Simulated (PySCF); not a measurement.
C6H8GeO, SMILES [GeH3]/[CH]=C\c1ccco1, GFN2-xTB optimised geometry. Atoms within 1.6 Å of the plane z = 0.0 Å (x, y, z in Å): Ge1 (-2.21, 0.34, 0.01), C2 (-1.35, -1.41, 0.00), C3 (-0.03, -1.61, 0.00), C4 (0.92, -0.54, 0.00), C5 (2.30, -0.54, 0.00), C6 (2.69, 0.82, 0.00), C7 (1.54, 1.55, 0.00), O8 (0.47, 0.74, 0.00), H9 (-3.69, 0.08, 0.02), H10 (-1.90, 1.14, 1.23), H11 (-1.92, 1.15, -1.20), H12 (-2.00, -2.27, 0.00), H13 (0.40, -2.60, 0.00), H14 (2.94, -1.39, 0.00), H15 (3.69, 1.20, 0.00), H16 (1.36, 2.60, 0.00).

Computed with PBE/def2-TZVP in PySCF. Cells within 0.4 Å of a nucleus heavier than hydrogen are left out (blank, or x).

Map of the deformation density (molecule minus spherical neutral atoms) (e/bohr³) on the plane z = 0.0 Å:

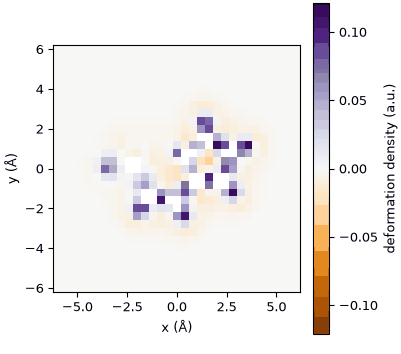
Fig. 1. Deformation density (molecule minus spherical neutral atoms) (e/bohr³) on the plane z = 0.0 Å.
